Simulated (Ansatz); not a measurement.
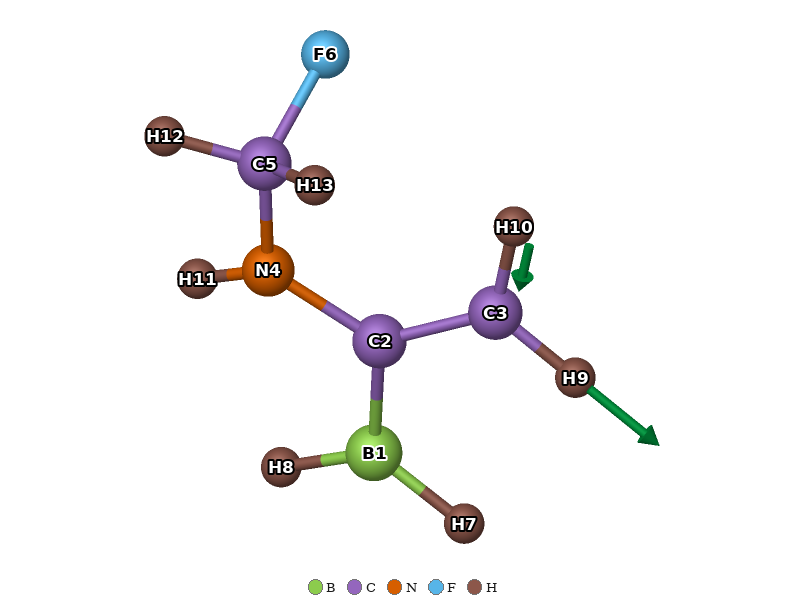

The arrows show one normal mode. Harmonic vibrations computed with RKS PBE0-D4/def2-TZVP (Ansatz 0.2.0) at a stationary point of the same level.

**Describe the motion.**

Mostly out-of-phase stretching of 2 C–H bonds.

**At what wavenumber does it lie?**

3269 cm⁻¹; it is mode 32 of 33 counted from the lowest.
